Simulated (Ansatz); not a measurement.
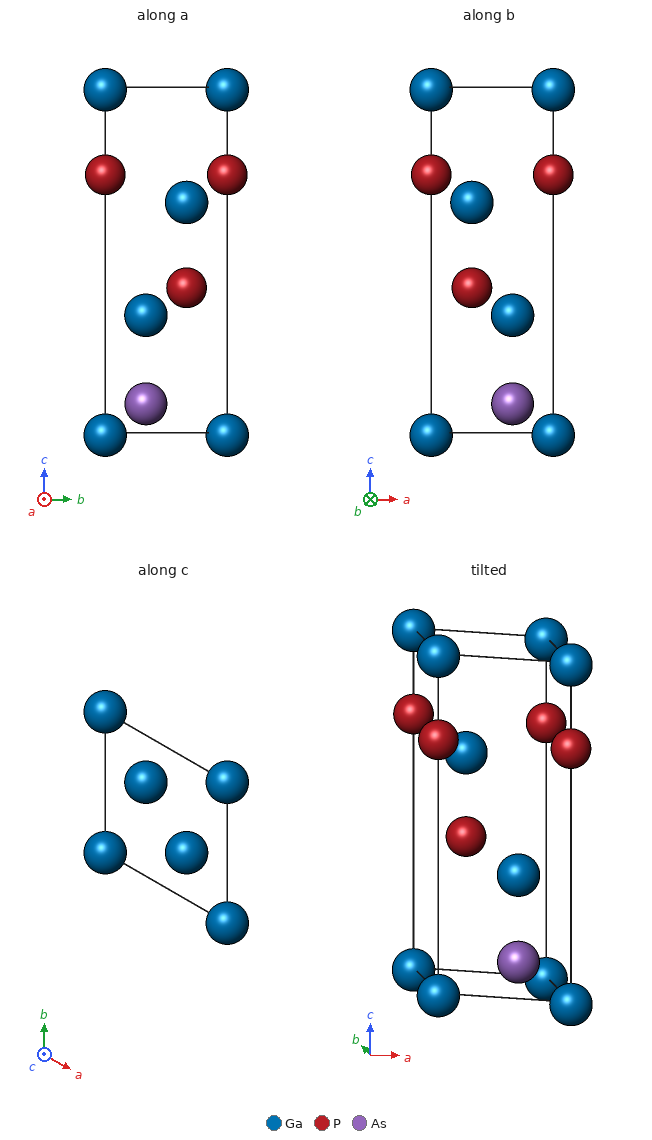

We look at a spheres-only model of the crystal along the a axis, along the b axis, along the c axis and slightly off an axis. One conventional unit cell is framed, with atoms on its boundary repeated.

Lattice parameters: a = 3.948 Å, b = 3.948 Å, c = 9.678 Å, α = 90.00°, β = 90.00°, γ = 120.00°.

Put the structure into a table of Wyckoff sites, with free fractional coordinates to two decimals.

Space group P3m1 (No. 156).
```
atom  site       x       y       z
  Ga    1a    0.00    0.00    0.99
  Ga    1b  0.3333  0.6667  0.6667
  Ga    1c  0.6667  0.3333    0.34
   P    1a    0.00    0.00    0.75
   P    1b  0.3333  0.6667    0.42
  As    1c  0.6667  0.3333    0.08
```

The model was built from a structure type filled with these elements by a generator (whether the compound takes this form wasn't checked). Atoms and cell were optimised with DFT PBE, scalar-relativistic, plane waves, PAW (Ansatz).
